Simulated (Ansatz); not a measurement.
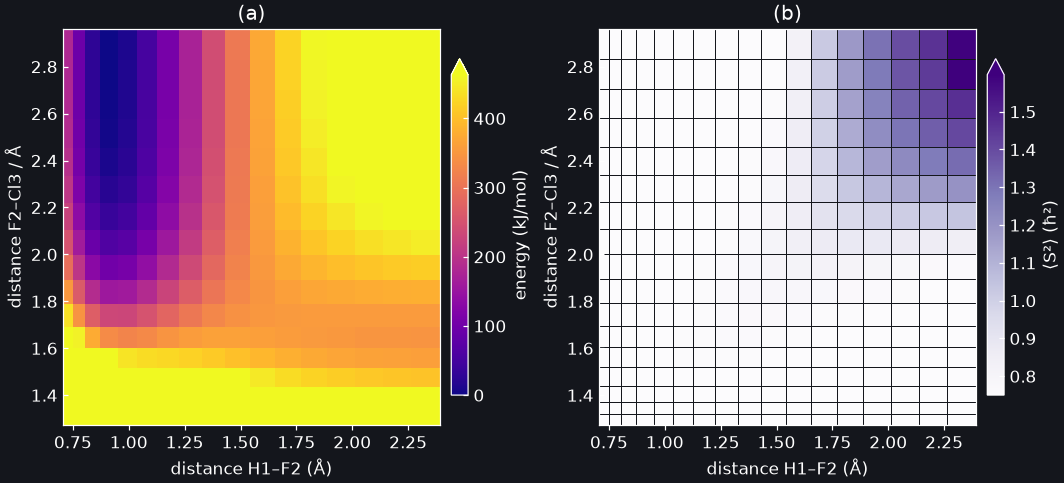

The system H + FCl, spin multiplicity 2. Coordinates scanned: (1) distance H1–F2; (2) distance F2–Cl3. Nothing is relaxed (the angle H1–F2–Cl3 is fixed at 180 degrees). The scan uses a 17 × 17 grid. Points are written as (first, second). All energies are given in kJ/mol relative to the lowest grid point. In part of the range the unrestricted reference is strongly spin-contaminated. Theory: Ansatz 0.2.0, UKS PBE0-D4/def2-SVPD.

Panel (a) is the energy and panel (b) the computed ⟨S²⟩ on the same grid.

The picture shows one coloured cell a grid point, one colour for all values above the top of the scale.

Question: How does the ⟨S²⟩ vary over the map, and what is it at the lowest grid point?

Answer: Leaving out the highest fifth of the energies, it runs from 0.75 ħ² at (2.328 Å, 1.403 Å) to 1.44 ħ² at (2.199 Å, 2.767 Å). At the lowest grid point, (0.910 Å, 2.896 Å), it is 0.75 ħ². That point lies on the edge of the scan.
